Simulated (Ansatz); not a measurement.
**F2H3Si3 (charge +1): density, localisation and related maps**

Input file:

```
crystal:
  periodic: [false, false, false]
  atoms:
    - {symbol: F, position_ang: [-3.460435, 0.613912, 2.586732]}
    - {symbol: F, position_ang: [-1.713992, 2.470305, -1.137573]}
    - {symbol: Si, position_ang: [-4.009765, 1.469856, 1.347461]}
    - {symbol: Si, position_ang: [-1.594083, 1.613223, 0.209510]}
    - {symbol: Si, position_ang: [0.688722, 0.911054, 0.509869]}
    - {symbol: H, position_ang: [0.695279, 0.099632, 1.745837]}
    - {symbol: H, position_ang: [1.010244, 0.137195, -0.711663]}
    - {symbol: H, position_ang: [1.453533, 2.174648, 0.627618]}
basis:
  gaussian: {orbitals: def2-TZVPD}
total_charge: 1
hamiltonian: {xc: {name: PBE0}}
output: {forces: true, orbitals: {seedname: orbitals}}
```

Command:

```sh
ansatz run input.yaml --threads 1 --pin off --max-ram 2610MiB --events-out events.jsonl --progress --plain --runs-dir runs
```

Geometry: B3LYP/6-31G*.

Theory: isolated molecule in a Gaussian basis; Kohn-Sham density functional theory, functional PBE0 (Ansatz).

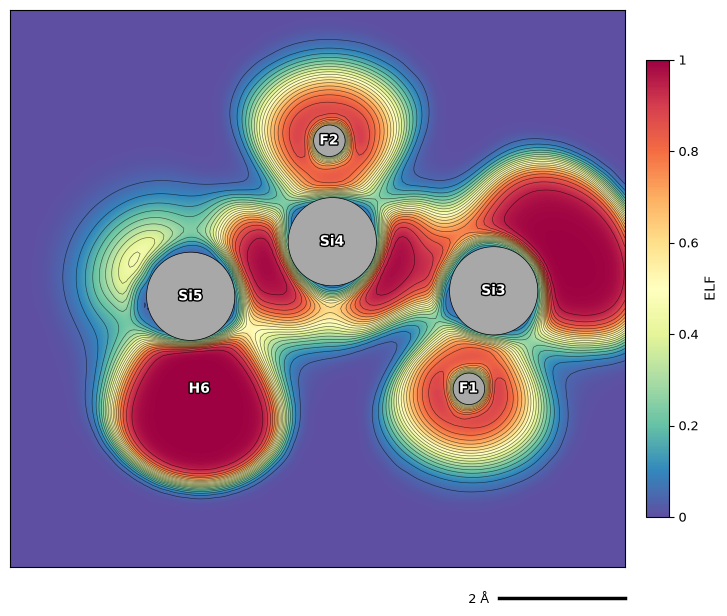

Figure 1. Electron localisation function on the plane of atoms F2, Si4 and Si5. Grey discs cover the atomic cores.

Question: What do the fields say about this system?

Answer:
- The plane passes through F, Si and H nuclei.
- Si–F (1.60 Å): the ELF peaks at about 0.85 in the valence shell of F, 0.6 Å from its nucleus, and is about 0.55 at the midpoint.
- Si–Si (2.41 Å): the ELF peaks at about 1 between the atoms, as expected for localised, covalent bonding.
- Si–H (1.48 Å): the ELF climbs to about 1 towards the hydrogen, as it does in any bond to H.
- The ELF also peaks beside F1, Si3 and F2, away from the bonds: lone-pair regions.

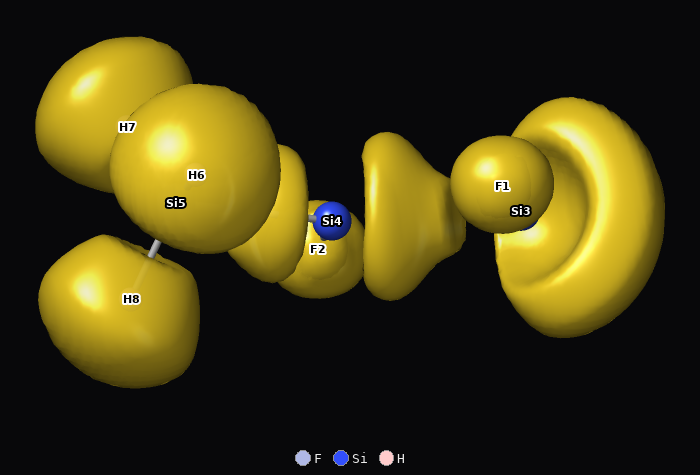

Figure 2. Isosurface of the electron localisation function at 0.8 (yellow), seen from one side. Only the valence region is drawn (cores and ρ < 0.01 e/Å³ removed).

Question: Describe the localisation domains.

Answer: The ELF exceeds this value in one region between bonded Si–Si atoms (shared pairs), three regions around hydrogen nuclei, one lobe on Si, pointing away from the bonds (lone pairs), two regions wrapped around F (its lone pairs, merged into a ring or cap) and one region wrapped around Si (its valence shell).

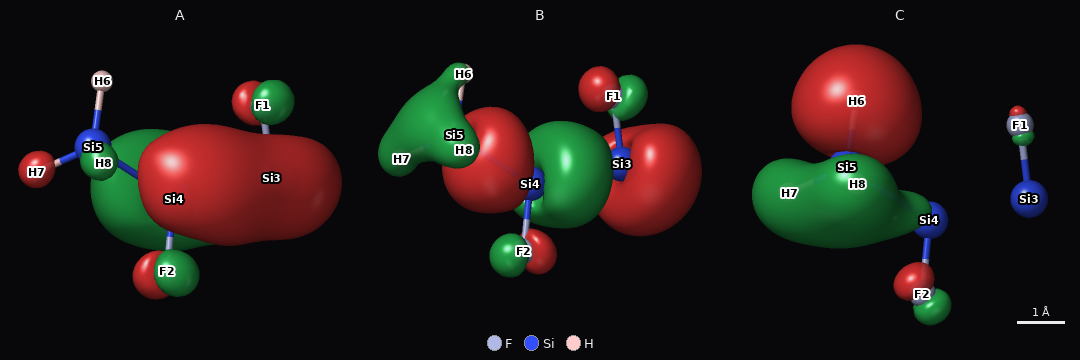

Figure 3. Three frontier orbitals at ±0.08 Å⁻³ᐟ² (green and red are the two phases), in no order.

Question: Order the three orbitals by energy and name them.

Answer: C is the HOMO−1 (−14.61 eV). It lies mainly on Si5 (about 40 %), H6 (about 35 %) and H7 (about 10 %). B is the HOMO (−11.85 eV). It lies mainly on Si3 (about 40 %), Si4 (about 30 %) and Si5 (about 15 %). A is the LUMO (−8.87 eV). Its weight (Hirshfeld) is mainly on Si4 (about 50 %) and Si3 (about 35 %).

Question: What is the HOMO–LUMO gap?

Answer: 2.98 eV between the orbital energies.
